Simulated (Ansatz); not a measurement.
Consider CBFTe.

```xyz
4

C     0.0894    0.3841   -1.2787
B     0.3821   -0.1355    0.1222
F     0.6684   -1.1122    0.9528
Te    0.0250    2.0030    0.1480
```

Geometry: PBE-D3(BJ)/def2-SVP; core potentials replace the inner electrons of Te.

The calculation used Ansatz 0.2.0, isolated molecule in a Gaussian basis; Kohn-Sham density functional theory, functional PBE0.

### Predict the electron density and electron localisation function between the atoms.

B–F (1.31 Å): ρ at the midpoint is about 2.3 e/Å³; the ELF peaks at about 0.85 between the atoms: a shared but strongly polarised pair.
C–B (1.52 Å): ρ at the midpoint is about 1.6 e/Å³; the ELF peaks at about 0.95 between the atoms; a covalent bond.
C–Te (2.16 Å): ρ is about 0.72 e/Å³ halfway; the ELF peaks at about 0.70 in the valence shell of C, 0.7 Å from its nucleus, and drops to about 0.20 between the two atoms.
B–Te (2.17 Å): ρ at the midpoint is about 0.72 e/Å³; the ELF peaks at about 0.75 in the valence shell of B, 0.8 Å from its nucleus, and is about 0.45 at the midpoint.

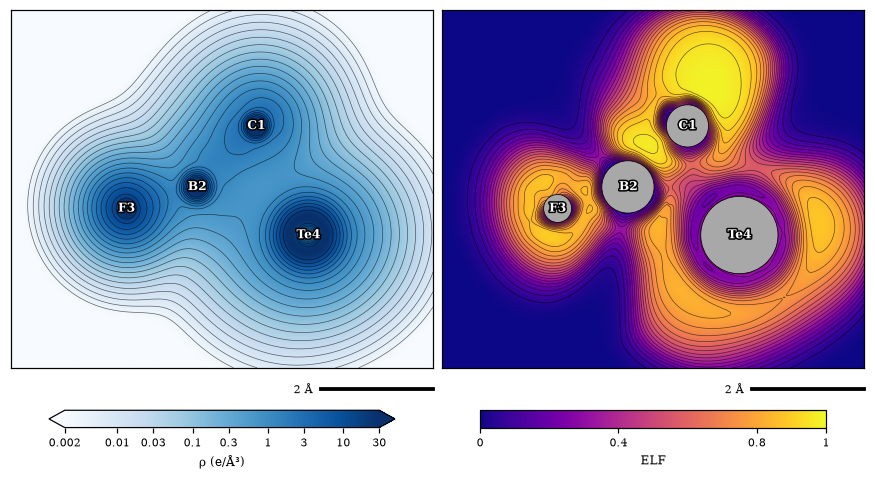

Computed electron density and electron localisation function on the molecular plane, in this order. Grey discs cover the atomic cores in the ELF map. 
